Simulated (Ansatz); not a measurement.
The compound is LiFeF4 (Amm2).

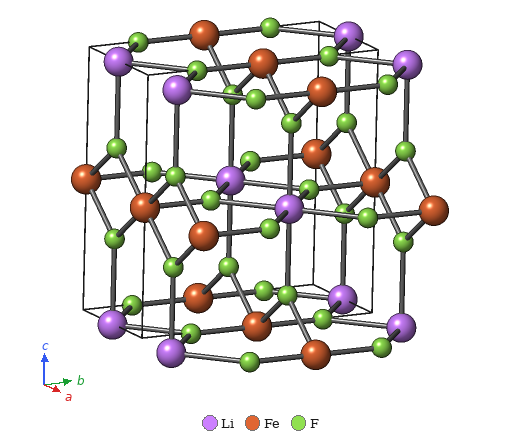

The structure (lithium purple, iron orange, fluorine green). 2×1×1 conventional cells are drawn. Some periodic images of atoms are drawn too.

```
Li Fe F
1.0
     0.00000    2.14673   -2.14673
     3.17749   -2.33680   -2.33680
    -3.17749   -2.33680   -2.33680
Li Fe F
1 1 4
Direct
  0.50000 0.99709 0.99709
  0.00000 0.49599 0.49599
  0.00000 0.78256 0.20956
  0.50000 0.32312 0.32312
  0.00000 0.20956 0.78256
  0.50000 0.66867 0.66867
```

The cell is the Materials Project's (PBE, PBE+U or r2SCAN) relaxed one; the ions were relaxed with LDA. PAW set soft_2, made with PBE.

A constrained-RPA run (Ansatz 0.2.0; non-magnetic LDA; Fe t2g, bands v3 to v1, 6×4×4 mesh, medium accuracy) builds 3 functions on bands 0.75 eV wide, with 5.0 electrons in the window. The bare on-site interaction is 20.6 eV and the bare J 0.73 eV.

**Question.** Estimate U, U′ and J.

On the Fe t2g shell, U = 4.91 eV (24 % of the bare value), U′ = 3.76 eV, J = 0.53 eV.

The parent state is non-magnetic and the interaction static (zero frequency); U depends on the window and the orbitals, so it belongs to this model alone. A model of the t2g bands alone assumes low spin; where the ion is high-spin, as for many Cr, Mn, Fe and Co compounds, the eg bands are needed too.

[Paths, hosts, dates, memory and timing lines, banners, echoed tables and standing remarks are left out of the program output.]

[Logs are printed without paths, hosts, clocks, repeated set-up lines and the standing remarks that a program may print on its own settings, such as how far it seeks lower states.]

[Runs of the session that timed out or met a known fault of the program may be left out.]

[Hosts, paths, dates, database ids (printed as entryN), source tags and the programs' standing remarks are cut or masked in the printed files.]
